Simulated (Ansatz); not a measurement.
# Direct or indirect: KCl (Fm-3m)

```
CELL_PARAMETERS angstrom
0.00000 3.14647 3.14647
3.14647 0.00000 3.14647
3.14647 3.14647 0.00000
ATOMIC_POSITIONS crystal
K 0.00000 0.00000 0.00000
Cl 0.50000 0.50000 0.50000
```

Method: Ansatz, PBE, independent particles, without spin-orbit coupling, line width 0.15 eV (Gaussian). The band structure gives a fundamental gap of 5.19 eV. The spectrum of vertical transitions near the edge:

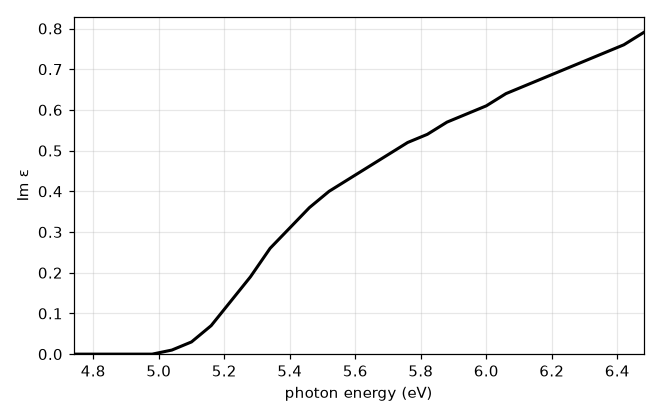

(1) Is the gap direct or indirect, and about where do vertical transitions set in?

## Answers

(1) Direct: the band path has its least direct gap at the fundamental one, 5.19 eV, and the curves rise from there. Lines are broadened by 0.15 eV, which spreads the edge.

[Logs are printed without paths, hosts, clocks, repeated set-up lines and the standing remarks that a program may print on its own settings, such as how far it seeks lower states.]
